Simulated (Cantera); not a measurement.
Charge: 1 mol B2H6, 0.26 mol O2, 170 mol H2, equilibrated at 38000 Pa.

Equilibrium computed with Cantera from the NASA thermochemical tables; the gas is ideal and each condensed phase is pure. Candidate condensed phases: B, B2O3, B3O3H3, H2O; 23 gas species. The feed counts by its element totals alone. The tables' values for BH2 are old estimates; treat these amounts as uncertain. Gases not in the tables: B2H6 and higher boranes. Rates play no part.

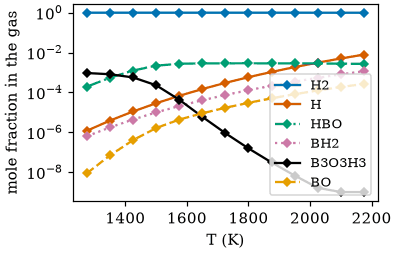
Figure: Equilibrium gas composition (values under 1e-9 drawn at 1e-9)

Q: Read off the mole fractions at 1875 K.

A: H2 about 1.00, HBO about 0.0029, H about 0.0011, BH2 about 0.00022, BO about 5.1e-5, B3O3H3 about 3.1e-8.
